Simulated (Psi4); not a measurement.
## Run report: S$_{2}$F$_{2}$, single-point calculation

S$_{2}$F$_{2}$ (Difluorodisulfane), computed with MN15/cc-pVDZ, RKS (Psi4 1.11).

The geometry comes from this level: PBE0-D4/def2-TZVP.

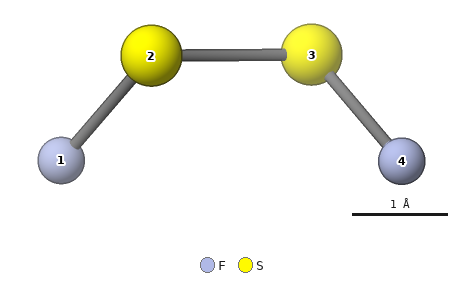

**Figure 1.** The structure (ball-and-stick view, seen on its broad side; atoms are numbered from 1 in the order of the input).

Key numbers:

```tsv
quantity	value
outcome	converged
total energy	−995.600737 hartree
basis functions	64
HOMO	−8.95 eV
LUMO	−0.39 eV
dipole moment	1.59 D
hardware	1 thread of Intel Xeon @ 2.50GHz (Skylake/Cascade Lake), 128 GiB of memory available, shared host
wall time	20 s
peak memory	1.2 GiB
```

Input file (input.in):
```
memory 1600 MB

molecule system {
  0 1
  F     -1.783750    -0.199930    -0.621590
  S     -0.467670     0.764150    -0.632370
  S      1.044990    -0.276390    -0.184720
  F      1.206410    -0.287820     1.438680
  symmetry c1
}

set globals {
  basis cc-pVDZ
  puream true
  scf_type pk
  dft_radial_points 99
  dft_spherical_points 590
}

result, w = energy('mn15', return_wfn=True)
```

Launch command:
```bash
psi4 -n 1 input.in input.out
```

What the program printed:
```
Psi4 1.11 release

   => Loading Basis Set <=

    Name: CC-PVDZ
    Role: ORBITAL
    Keyword: BASIS

         ---------------------------------------------------------
                                   SCF
                              RKS Reference
                        1 Threads,   1525 MiB Core
         ---------------------------------------------------------

  ==> Geometry <==

    Molecular point group: c1
    Full point group: C1

    Geometry (in Angstrom), charge = 0, multiplicity = 1:

       Center              X                  Y                   Z               Mass
    ------------   -----------------  -----------------  -----------------  -----------------
         F           -1.857219769958    -0.262007372986    -0.517601813373    18.998403162730
         S           -0.541139769958     0.702072627014    -0.528381813373    31.972071174400
         S            0.971520230042    -0.338467372986    -0.080731813373    31.972071174400
         F            1.132940230042    -0.349897372986     1.542668186627    18.998403162730

  Running in c1 symmetry.

  Rotational constants: A =      0.37924  B =      0.09241  C =      0.08556 [cm^-1]
  Rotational constants: A =  11369.40702  B =   2770.44703  C =   2565.10315 [MHz]
  Nuclear repulsion =  230.128319113788450

  Charge       = 0
  Multiplicity = 1
  Electrons    = 50
  Nalpha       = 25
  Nbeta        = 25

  ==> Algorithm <==

  SCF Algorithm Type is PK.
  DIIS enabled.
  MOM disabled.
  Fractional occupation disabled.
  Guess Type is SAD.
  Energy threshold   = 1.00e-06
  Density threshold  = 1.00e-06
  Integral threshold = 1.00e-12

  ==> Primary Basis <==

  Basis Set: CC-PVDZ
    Blend: CC-PVDZ
    Number of shells: 28
    Number of basis functions: 64
    Number of Cartesian functions: 68
    Spherical Harmonics?: true
    Max angular momentum: 2

  ==> DFT Potential <==

   => LibXC <=

    Version 7.1.2

   => Composite Functional: MN15 <=

   MN15 Hybrid Meta-GGA Exchange-Correlation Functional

    Deriv               =              1
    GGA                 =           TRUE
    Meta                =           TRUE

    Exchange Hybrid     =           TRUE
    MP2 Hybrid          =          FALSE

   => Exchange Functionals <=

    1.0000   XC_HYB_MGGA_X_MN15

   => Exact (HF) Exchange <=

    0.4400               HF

   => Correlation Functionals <=

    1.0000   XC_MGGA_C_MN15

   => LibXC Density Thresholds  <==

    XC_MGGA_C_MN15:  1.00E-15
    XC_HYB_MGGA_X_MN15:  1.00E-15

   => Molecular Quadrature <=

    Radial Scheme          =       TREUTLER
    Pruning Scheme         =           NONE
    Nuclear Scheme         =       TREUTLER

    Blocking Scheme        =         OCTREE
    BS radius alpha        =              1
    Pruning alpha          =              1
    Radial Points          =             99
    Spherical Points       =            590
    Total Points           =         217710
    Total Blocks           =           1661
    Max Points             =            256
    Max Functions          =             64
    Weights Tolerance      =       1.00E-15

  ==> Integral Setup <==

  Using in-core PK algorithm.
   Calculation information:
      Number of atoms:                   4
      Number of AO shells:              28
      Number of primitives:            144
      Number of atomic orbitals:        68
      Number of basis functions:        64

      Integral cutoff                 1.00e-12
      Number of threads:                 1

  Performing in-core PK
  Using 4328480 doubles for integral storage.
  We computed 75205 shell quartets total.
  Whereas there are 82621 unique shell quartets.

  ==> DiskJK: Disk-Based J/K Matrices <==

    J tasked:                  Yes
    K tasked:                  Yes
    wK tasked:                  No
    Memory [MiB]:              311
    Schwarz Cutoff:          1E-12

  Cached 100.0% of DFT collocation blocks in 0.813 [GiB].

  Minimum eigenvalue in the overlap matrix is 1.4030349835E-02.
  Reciprocal condition number of the overlap matrix is 4.6139643243E-03.
    Using symmetric orthogonalization.

  ==> Pre-Iterations <==

  SCF Guess: Superposition of Atomic Densities via on-the-fly atomic UHF (no occupation information).

   -------------------------
    Irrep   Nso     Nmo
   -------------------------
     A         64      64
   -------------------------
    Total      64      64
   -------------------------

  ==> Iterations <==

                        Total Energy        Delta E     RMS |[F,P]|

   @RKS iter SAD:  -995.51918999424720   -9.95519e+02   0.00000e+00
   @RKS iter   1:  -995.53946503785289   -2.02750e-02   6.73580e-03 ADIIS/DIIS
   @RKS iter   2:  -995.48355007901750    5.59150e-02   9.52002e-03 ADIIS/DIIS
   @RKS iter   3:  -995.59937378108441   -1.15824e-01   8.17893e-04 ADIIS/DIIS
   @RKS iter   4:  -995.60065768987056   -1.28391e-03   1.66558e-04 ADIIS/DIIS
   @RKS iter   5:  -995.60073084055728   -7.31507e-05   3.93466e-05 DIIS
   @RKS iter   6:  -995.60073619926732   -5.35871e-06   5.53842e-06 DIIS
   @RKS iter   7:  -995.60073657253201   -3.73265e-07   2.42561e-06 DIIS
   @RKS iter   8:  -995.60073659227487   -1.97429e-08   5.64098e-07 DIIS
  Energy and wave function converged.

  ==> Post-Iterations <==

   Electrons on quadrature grid:
      Ntotal   =   50.0000015291 ; deviation = 1.529e-06

    Orbital Energies [Eh]
    ---------------------

    Doubly Occupied:

       1A    -87.929418     2A    -87.929417     3A    -24.308271
       4A    -24.308270     5A     -7.807877     6A     -7.807821
       7A     -6.012200     8A     -6.011972     9A     -6.001762
      10A     -6.001212    11A     -5.991092    12A     -5.991092
      13A     -1.248247    14A     -1.243002    15A     -0.893340
      16A     -0.701392    17A     -0.584190    18A     -0.535586
      19A     -0.532129    20A     -0.501500    21A     -0.501427
      22A     -0.471256    23A     -0.391841    24A     -0.337708
      25A     -0.329083

    Virtual:

      26A     -0.014246    27A     -0.013133    28A      0.037297
      29A      0.329851    30A      0.410409    31A      0.421118
      32A      0.450923    33A      0.451611    34A      0.475773
      35A      0.485390    36A      0.497345    37A      0.500648
      38A      0.540679    39A      0.613516    40A      0.637130
      41A      0.779342    42A      0.816364    43A      0.827101
      44A      0.859386    45A      0.866884    46A      1.201484
      47A      1.244250    48A      1.244624    49A      1.266011
      50A      1.269733    51A      1.281879    52A      1.309781
      53A      2.181921    54A      2.184760    55A      3.558520
      56A      3.558636    57A      3.559371    58A      3.560173
      59A      3.573030    60A      3.578115    61A      3.580810
      62A      3.581375    63A      3.806203    64A      3.810597

    Final Occupation by Irrep:
              A
    DOCC [    25 ]
    NA   [    25 ]
    NB   [    25 ]

  @RKS Final Energy:  -995.60073659227487

   => Energetics <=

    Nuclear Repulsion Energy =            230.1283191137884501
    One-Electron Energy =               -1836.3815813884668842
    Two-Electron Energy =                 651.7407848008336941
    DFT Exchange-Correlation Energy =     -41.0882591184301162
    Empirical Dispersion Energy =           0.0000000000000000
    VV10 Nonlocal Energy =                  0.0000000000000000
    Total Energy =                       -995.6007365922748704

Computation Completed

Properties will be evaluated at   0.000000,   0.000000,   0.000000 [a0]

Properties computed using the SCF density matrix

 Multipole Moments:

 ------------------------------------------------------------------------------------
     Multipole            Electronic (a.u.)      Nuclear  (a.u.)        Total (a.u.)
 ------------------------------------------------------------------------------------

 L = 1.  Multiply by 2.5417464519 to convert [e a0] to [Debye]
 Dipole X            :         -0.3704394            0.6946095            0.3241701
 Dipole Y            :         -0.3129772            0.5868381            0.2738609
 Dipole Z            :          0.5243084           -0.9830746           -0.4587662
 Magnitude           :                                                    0.6249420

 ------------------------------------------------------------------------------------

	total time  =         18 seconds =       0.30 minutes

    Psi4 run time: 0:00:17.73
```

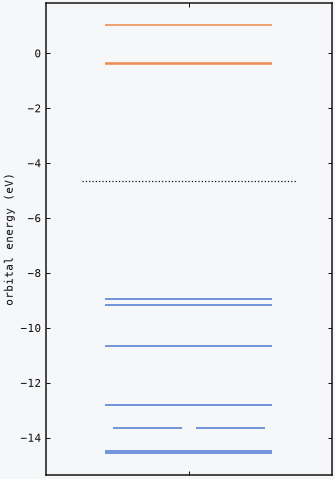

**Figure 2.** Orbital energies near the frontier; the dotted line parts filled from empty levels, and levels within 0.02 eV of each other stand side by side. Highest filled −8.95 eV, lowest empty −0.39 eV, 8.56 eV apart.
